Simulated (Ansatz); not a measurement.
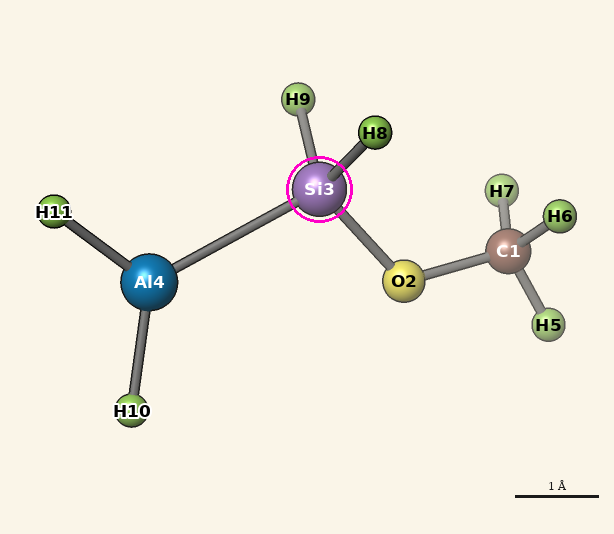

Orthographic view. Distant atoms are faded towards the background colour. The computed structure is the end point of a PBE0-D4/def2-TZVP optimisation.

Name the neighbours of the circled atom.

Answer. The circled atom is Si3; it is bonded to O2, Al4, H8, H9.

Of C1 and H6, which is nearer the viewer?

Answer. H6; the bond to C1 points away from the viewer, so it looks shorter than its 1.10 Å.

Which two atoms are farthest apart in space?

Answer. H5 and H11, 6.82 Å.

What is the shortest path along bonds from the circled atom to H5?

Answer. Si3–O2–C1–H5, 3 bonds; through space the two are 3.58 Å apart.
